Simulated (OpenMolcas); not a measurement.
# A workflow on GeSiH6O (SMILES [OH][GeH2][SiH3])

Aim: a single-point energy (HF/ANO-RCC-MB), then a single-point energy (CASSCF(2,2)/ANO-RCC-VDZP), then the energy along one coordinate (CASPT2(2,2)/ANO-RCC-VDZP), then an energy scan (SC-NEVPT2(2,2)/ANO-RCC-VDZP), then an energy scan (MC-PDFT[tPBE](2,2)/ANO-RCC-VDZP) of GeSiH6O. 

Program for the calculation: OpenMolcas 26.06.

### 1 The molecule

GeSiH6O: 9 atoms, total charge 0, spin state singlet. SMILES: `[OH][GeH2][SiH3]`. The shape is that of a PBE0-D4/def2-TZVP optimisation. This is one conformer, not always the lowest.

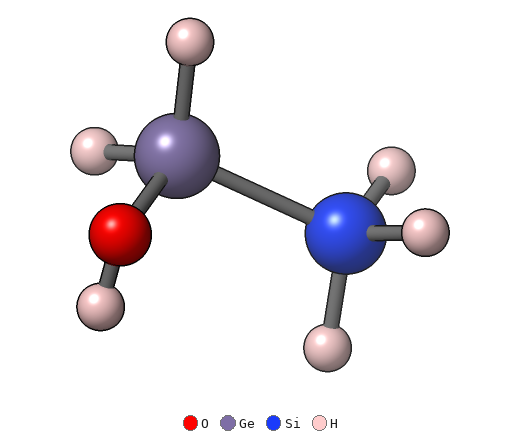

Viewed from a chosen angle; oxygen red, germanium purple, silicon blue, hydrogen pink.

### 2 The energy at HF/ANO-RCC-MB (DKH2) (run 1)

mol.xyz

```xyz
9

O     -1.665400     1.003200    -0.854800
Ge     0.086300     0.899600    -0.495500
Si     0.525800    -1.010700     0.870400
H     -1.973400     0.267900    -1.389000
H      0.873700     0.832100    -1.824400
H      0.388100     2.226700     0.215900
H      1.986000    -1.132800     1.128400
H      0.060100    -2.236200     0.166300
H     -0.192800    -0.896100     2.165800
```

step1.inp

```
&GATEWAY
  Coord
  mol.xyz
  Basis
  ANO-RCC-MB
  Group
  NoSym

&SEWARD

&SCF
  PrOrbitals
  0

&LOCALISATION
  Occupied
  Freeze
  Pipek-Mezey

&LOCALISATION
  FileOrb
  $Project.LocOrb
  Virtual
  Pipek-Mezey
```

On the command line:

```console
$ export MOLCAS_MEM=1860
$ pymolcas step1.inp > step1.log
```

The program printed:

```text
--- Start Module: gateway ---
[...]
--- Stop Module: gateway /rc=_RC_ALL_IS_WELL_ ---
[...]
      Basis functions           38
[...]
       Convergence after  10 Iterations
[...]
::    Total SCF energy                              -2464.7826115230
[...]
      Total spin, S                                     0.0000000000
[...]
      Total electronic charge=   60.000000
      Total            charge=   -0.000000
[...]
      Dipole Moment (debye):
      Origin of the operator (angstrom)=   -0.0355    0.4302   -0.2056
                   X=  1.1553E+00               Y= -1.1992E+00               Z= -5.5673E-01           Total=  1.7557E+00
      Quadrupole Moment (debye*angstrom):
[...]
--- Start Module: localisation ---
[...]
--- Stop Module: localisation /rc=_RC_ALL_IS_WELL_ ---
--- Start Module: localisation ---
[...]
--- Stop Module: localisation /rc=_RC_ALL_IS_WELL_ ---
[...]
```

Wall time 4.5 s (1 thread of Arm Neoverse V2, shared host); peak memory 0.41 GiB.

### 3 A single-point energy at CASSCF(2,2)/ANO-RCC-VDZP (DKH2, RICD fitting) (run 2)

mol.xyz is that of step 2.

step2.input

```
>>> EXPORT MOLCAS_PRINT=2

&GATEWAY
  Coord=mol.xyz
  Basis=ANO-RCC-MB
  Group=NoSym

&SEWARD

&RASSCF
  FileOrb=$CurrDir/step1.LocOrb
  Alter=2
  1 29 30
  1 31 37
  Spin=1
  Nactel=2 0 0
  Inactive=29
  Ras2=2
  OrbListing=Nothing
>>> COPY $Project.RunFile RUNFIL1
>>> COPY $Project.RasOrb INPORB

&GATEWAY
  Coord=mol.xyz
  Basis=ANO-RCC-VDZP
  Group=NoSym
  RICD

&SEWARD
>>> COPY $Project.RunFile RUNFIL2

&EXPBAS

&RASSCF
  FileOrb=$Project.ExpOrb
  Spin=1
  Nactel=2 0 0
  Inactive=29
  Ras2=2
  OrbListing=Nothing
  OrbAppear=Compact
```

On the command line:

```console
$ export MOLCAS_MEM=1860
$ pymolcas step2.input > step2.log
```

The program printed:

```text
--- Start Module: gateway ---
[...]
--- Stop Module: gateway /rc=_RC_ALL_IS_WELL_ ---
[...]
      Basis functions           38
[...]
      Number of active orbitals                  2
[...]
      Spin quantum number                      0.0
[...]
      Active orbitals                            2
[...]
      Number of CSFs                             3
[...]
      Number of root(s) required                 1
[...]
      Convergence after  9 iterations
[...]
      printout of CI-coefficients larger than  0.05 for root  1
      energy=   -2464.797353
      conf/sym  11     Coeff  Weight
             1  20   0.99302 0.98609
             3  02  -0.11795 0.01391
      Natural orbitals and occupation numbers for root  1
      sym 1:   1.972174   0.027826
      ************************************************************************************************************************
      *                                                    Final results                                                     *
[...]
::    RASSCF root number  1 Total energy:  -2464.79735282
[...]
      Basis functions           89
[...]
--- Start Module: expbas ---
[...]
--- Stop Module: expbas /rc=_RC_ALL_IS_WELL_ ---
--- Start Module: rasscf ---
[...]
      Convergence after 12 iterations
[...]
      Natural orbitals and occupation numbers for root  1
      sym 1:   1.976832   0.023168
      ************************************************************************************************************************
      *                                                    Final results                                                     *
[...]
::    RASSCF root number  1 Total energy:  -2465.02779240
[...]
      Total electronic charge=   60.000000
      Total            charge=   -0.000000
[...]
      Dipole Moment (debye):
      Origin of the operator (angstrom)=   -0.0355    0.4302   -0.2056
                   X=  1.5337E+00               Y= -1.5943E+00               Z= -2.2424E-01           Total=  2.2236E+00
      Quadrupole Moment (debye*angstrom):
[...]
--- Stop Module: rasscf /rc=_RC_ALL_IS_WELL_ ---
[...]
```

It took 13 s on 1 thread of Arm Neoverse V2, shared host; peak memory 0.41 GiB.

### 4 The energy along one coordinate at CASPT2(2,2)/ANO-RCC-VDZP (DKH2, RICD fitting, ipea shift 0.25 Eh, pt2 variant SS) (run 3)

step3.input

```
>>> COPY $CurrDir/step2.RasOrb $Project.RasOrb
>>> ForEach K in (1, 2, 3, 4, 5, 6, 7, 8, 9)

&gateway
  coord
  $CurrDir/point$K.xyz
  basis
  ANO-RCC-VDZP
  group
  NoSym
  ricd

&seward

&rasscf
  fileorb
  $Project.RasOrb
  spin
  1
  nactel
  2 0 0
  inactive
  29
  ras2
  2
  orblisting
  Nothing
  orbappear
  Compact

&caspt2
  imaginary
  0.2
  frozen
  15
>>> EndDo
```

On the command line:

```console
$ export MOLCAS_MEM=1860
$ pymolcas step3.input > step3.log
```

The program printed:

```text
[...]
      Basis functions           89
[...]
      Number of active orbitals                  2
[...]
      Spin quantum number                      0.0
[...]
      Active orbitals                            2
[...]
      Number of CSFs                             3
[...]
      Number of root(s) required                 1
[...]
      Convergence after 11 iterations
[...]
      Natural orbitals and occupation numbers for root  1
      sym 1:   1.983830   0.016170
      ************************************************************************************************************************
      *                                                    Final results                                                     *
[...]
::    RASSCF root number  1 Total energy:  -2465.01868245
[...]
::    CASPT2 Root  1     Total energy:  -2465.59309190
[...]
      Convergence after 11 iterations
[...]
      Natural orbitals and occupation numbers for root  1
      sym 1:   1.976837   0.023163
      ************************************************************************************************************************
      *                                                    Final results                                                     *
[...]
      Convergence after 10 iterations
[...]
      Natural orbitals and occupation numbers for root  1
      sym 1:   1.774280   0.225720
      ************************************************************************************************************************
      *                                                    Final results                                                     *
[...]
      Convergence after 12 iterations
[...]
      Natural orbitals and occupation numbers for root  1
      sym 1:   1.565826   0.434174
      ************************************************************************************************************************
      *                                                    Final results                                                     *
[...]
      Convergence after  9 iterations
[...]
      Natural orbitals and occupation numbers for root  1
      sym 1:   1.295710   0.704290
      ************************************************************************************************************************
      *                                                    Final results                                                     *
[...]
::    RASSCF root number  1 Total energy:  -2464.90802208
[...]
::    CASPT2 Root  1     Total energy:  -2465.46932953
[...]
      Convergence after  8 iterations
[...]
::    RASSCF root number  1 Total energy:  -2464.90494462
[...]
::    CASPT2 Root  1     Total energy:  -2465.46550349
[...]
```

Run time: 78 s. Hardware: 1 thread of Arm Neoverse V2, shared host; peak memory 0.24 GiB.

The scan, from its lowest point:

```
H5–Ge2 (Å)  energy (kJ/mol)
     1.392             16.9
     1.546              0.0
     1.701             19.8
     1.933             77.5
     2.242            162.1
     2.628            247.3
     3.092            309.0
     3.711            341.8
     4.638            351.9
```

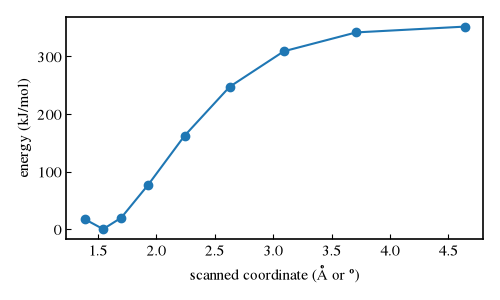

Energy along the scan.

### 5 The energy along one coordinate at SC-NEVPT2(2,2)/ANO-RCC-VDZP (DKH2, RICD fitting, pt2 variant SC-NEVPT2) (run 4)

step4.input

```
* GeH6OSi NEVPT2
>>> EXPORT MOLCAS_PRINT=2
>>> COPY $CurrDir/step2.RasOrb $Project.RasOrb
>>> ForEach K in (1, 2, 3, 4, 5, 6, 7, 8, 9)

&GATEWAY
 COORD
 $CurrDir/point$K.xyz
 BASIS
 ANO-RCC-VDZP
 GROUP
 NoSym
 RICD

&SEWARD

&RASSCF
 FILEORB
 $Project.RasOrb
 SPIN
 1
 NACTEL
 2 0 0
 INACTIVE
 29
 RAS2
 2
 ORBLISTING
 Nothing
 ORBAPPEAR
 Compact

&CASPT2
 SC-NEVPT2
 FROZEN
 15
>>> EndDo
```

On the command line:

```console
$ export MOLCAS_MEM=1860
$ pymolcas step4.input > step4.log
```

The program printed:

```text
[...]
      Basis functions           89
[...]
      Number of active orbitals                  2
[...]
      Spin quantum number                      0.0
[...]
      Active orbitals                            2
[...]
      Number of CSFs                             3
[...]
      Number of root(s) required                 1
[...]
      Convergence after 11 iterations
[...]
      printout of CI-coefficients larger than  0.05 for root  1
      energy=   -2465.018682
      conf/sym  11     Coeff  Weight
             1  20   0.99595 0.99192
             3  02  -0.08992 0.00808
      Natural orbitals and occupation numbers for root  1
      sym 1:   1.983830   0.016170
      ************************************************************************************************************************
      *                                                    Final results                                                     *
[...]
::    RASSCF root number  1 Total energy:  -2465.01868245
[...]
      E2 (Variational):          -0.5690301283
[...]
::    SC-NEVPT2 Root  1     Total energy:  -2465.58768419
[...]
      Convergence after 11 iterations
[...]
      Natural orbitals and occupation numbers for root  1
      sym 1:   1.976837   0.023163
      ************************************************************************************************************************
      *                                                    Final results                                                     *
[...]
      Convergence after 10 iterations
[...]
      Natural orbitals and occupation numbers for root  1
      sym 1:   1.774280   0.225720
      ************************************************************************************************************************
      *                                                    Final results                                                     *
[...]
      Convergence after 12 iterations
[...]
      Natural orbitals and occupation numbers for root  1
      sym 1:   1.565826   0.434174
      ************************************************************************************************************************
      *                                                    Final results                                                     *
[...]
      Convergence after  9 iterations
[...]
::    RASSCF root number  1 Total energy:  -2464.90802208
[...]
::    SC-NEVPT2 Root  1     Total energy:  -2465.46807068
[...]
      Convergence after  8 iterations
[...]
::    RASSCF root number  1 Total energy:  -2464.90494462
[...]
      E2 (Variational):          -0.5596309002
[...]
      Reference weight:           0.85778
[...]
::    SC-NEVPT2 Root  1     Total energy:  -2465.46457552
[...]
```

Wall time 76 s (1 thread of Arm Neoverse V2, shared host); peak memory 0.24 GiB.

The scan, from its lowest point:

```
H5–Ge2 (Å)  energy (kJ/mol)
     1.392             18.8
     1.546              0.0
     1.701             18.4
     1.933             74.5
     2.242            157.8
     2.628            241.7
     3.092            301.8
     3.711            332.8
     4.638            342.0
```

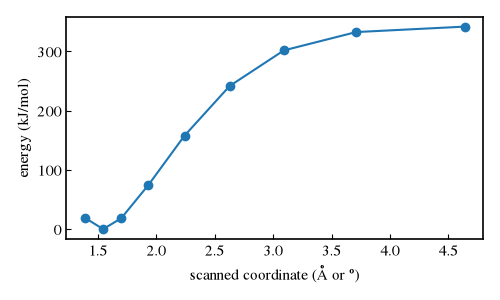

Energy along the scan.

### 6 The energy along one coordinate at MC-PDFT[tPBE](2,2)/ANO-RCC-VDZP (DKH2, RICD fitting) (run 5)

step5.inp

```
>>> COPY $CurrDir/step2.RasOrb $Project.RasOrb
>>> ForEach K in (1, 2, 3, 4, 5, 6, 7, 8, 9)

&GATEWAY
 Coord=$CurrDir/point$K.xyz
 Basis=ANO-RCC-VDZP
 Group=NoSym
 RICD

&SEWARD

&RASSCF
 FileOrb=$Project.RasOrb
 Spin=1
 Nactel=2 0 0
 Inactive=29
 Ras2=2
 OrbListing=Nothing
 OrbAppear=Compact

&MCPDFT
 KSDFT=T:PBE
>>> EndDo
```

On the command line:

```console
$ export MOLCAS_MEM=1860
$ pymolcas step5.inp > step5.log
```

The program printed:

```text
--- Start Module: gateway ---
[...]
      Basis functions           89
[...]
      Number of active orbitals                  2
[...]
      Spin quantum number                      0.0
[...]
      Active orbitals                            2
[...]
      Number of CSFs                             3
[...]
      Number of root(s) required                 1
[...]
      Convergence after 11 iterations
[...]
      printout of CI-coefficients larger than  0.05 for root  1
      energy=   -2465.018682
      conf/sym  11     Coeff  Weight
             1  20   0.99595 0.99192
             3  02  -0.08992 0.00808
      Natural orbitals and occupation numbers for root  1
      sym 1:   1.983830   0.016170
      ************************************************************************************************************************
      *                                                    Final results                                                     *
[...]
::    RASSCF root number  1 Total energy:  -2465.01868245
[...]
::    MCPDFT root number  1 Total energy:  -2467.19478341
[...]
      Convergence after 11 iterations
[...]
      Natural orbitals and occupation numbers for root  1
      sym 1:   1.976837   0.023163
      ************************************************************************************************************************
      *                                                    Final results                                                     *
[...]
      Convergence after 10 iterations
[...]
      Natural orbitals and occupation numbers for root  1
      sym 1:   1.774280   0.225720
      ************************************************************************************************************************
      *                                                    Final results                                                     *
[...]
      Convergence after 12 iterations
[...]
      Natural orbitals and occupation numbers for root  1
      sym 1:   1.565826   0.434174
      ************************************************************************************************************************
      *                                                    Final results                                                     *
[...]
      Convergence after  9 iterations
[...]
::    RASSCF root number  1 Total energy:  -2464.90802208
[...]
::    MCPDFT root number  1 Total energy:  -2467.07360754
[...]
      Convergence after  8 iterations
[...]
::    RASSCF root number  1 Total energy:  -2464.90494462
[...]
      Total electronic charge=   60.000000
      Total            charge=   -0.000000
[...]
::    MCPDFT root number  1 Total energy:  -2467.07063496
[...]
```

It took 86 s on 1 thread of Arm Neoverse V2, shared host; peak memory 0.24 GiB.

The scan, from its lowest point:

```
H5–Ge2 (Å)  energy (kJ/mol)
     1.392             21.7
     1.546              0.0
     1.701             14.9
     1.933             66.8
     2.242            148.4
     2.628            236.1
     3.092            304.2
     3.711            339.8
     4.638            347.6
```

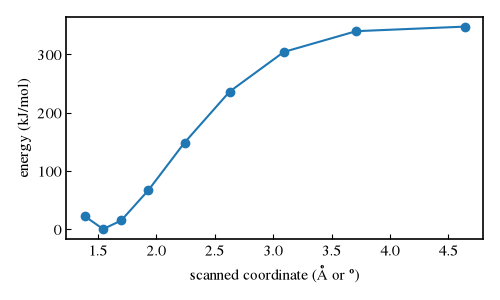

Energy along the scan.

### 7 What came out

```
                                                         quantity           value
                               run 1, HF/ANO-RCC-MB: total energy  -2464.78261 Eh
                              run 1, HF/ANO-RCC-MB: dipole moment          1.76 D
                                run 1, HF/ANO-RCC-MB: HOMO energy       -11.42 eV
                                run 1, HF/ANO-RCC-MB: LUMO energy         4.13 eV
                              run 1, HF/ANO-RCC-MB: HOMO–LUMO gap        15.55 eV
                    run 2, CASSCF(2,2)/ANO-RCC-VDZP: total energy  -2465.02779 Eh
  run 2, CASSCF(2,2)/ANO-RCC-VDZP: dipole moment (CASSCF density)          2.22 D
       run 3, CASPT2(2,2)/ANO-RCC-VDZP: lowest energy of the scan  -2465.59952 Eh
    run 4, SC-NEVPT2(2,2)/ANO-RCC-VDZP: lowest energy of the scan  -2465.59483 Eh
run 5, MC-PDFT[tPBE](2,2)/ANO-RCC-VDZP: lowest energy of the scan  -2467.20304 Eh
```

**Reading.** Mulliken charges (run 1, HF/ANO-RCC-MB) run from -0.76 on O1 to +0.53 on Ge2. Mulliken charges (run 2, CASSCF(2,2)/ANO-RCC-VDZP) run from -0.68 on O1 to +1.07 on Ge2.
